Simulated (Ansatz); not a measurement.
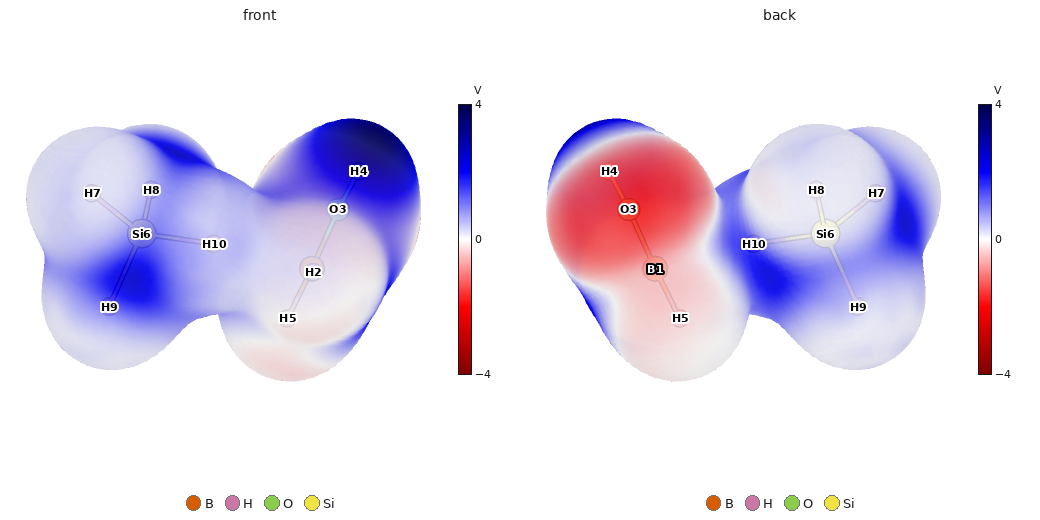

*BH₃O···SiH₄. The molecular electrostatic potential painted on the density surface at 0.004 e/bohr³, seen from the front and from behind; red is negative and blue positive.*

Not at a stationary point (largest force 0.6 eV/Å).

Method: Ansatz, RHF/def2-SVP.

The calculation's input:

```
crystal:
  periodic: [false, false, false]
  atoms:
    - { symbol: B, position_ang: [0.0, 0.0, 0.0] }
    - { symbol: H, position_ang: [0.0, 0.0, 1.54] }
    - { symbol: O, position_ang: [1.2211, 0.0, -0.705] }
    - { symbol: H, position_ang: [1.5209, -0.9519, -0.8599] }
    - { symbol: H, position_ang: [-1.0305, 0.0, -0.595] }
    - { symbol: Si, position_ang: [0.1008, 2.1328, 0.7095] }
    - { symbol: H, position_ang: [0.6771, 2.1737, 2.0503] }
    - { symbol: H, position_ang: [0.9351, 2.9107, -0.2019] }
    - { symbol: H, position_ang: [-1.2441, 2.7001, 0.741] }
    - { symbol: H, position_ang: [0.0412, 0.871, 1.6809] }
basis:
  gaussian: { orbitals: def2-SVP }
hamiltonian:
  xc: hf
relax:
  f_tol: 0.15
  max_steps: 25
  restrain:
    - { distance: [0, 5], at: 3.15, k: 30.0 }
    - { distance: [9, 1], at: 1.86, k: 30.0 }
    - { distance: [0, 1], at: 1.19, k: 30.0 }
    - { distance: [9, 5], at: 1.46, k: 30.0 }
output:
  orbitals: {}
```

Command:

```sh
ansatz run input.yaml --threads 1 --pin off --max-ram 2048MiB --backend cpu --events-out ev --progress --plain --runs-dir out
```

The fields are those of the run's last geometry, not of the input's.

### Which sites attract a positive test charge, and which a negative one?

A positive charge is drawn to the negative regions and a negative charge to the positive ones. The most negative region (about −1.7 V, or −39 kcal/mol for a unit charge) lies over O3, the most positive (about +3.7 V, or +85 kcal/mol for a unit charge) over H4. O3 is the likeliest acceptor of a hydrogen bond.
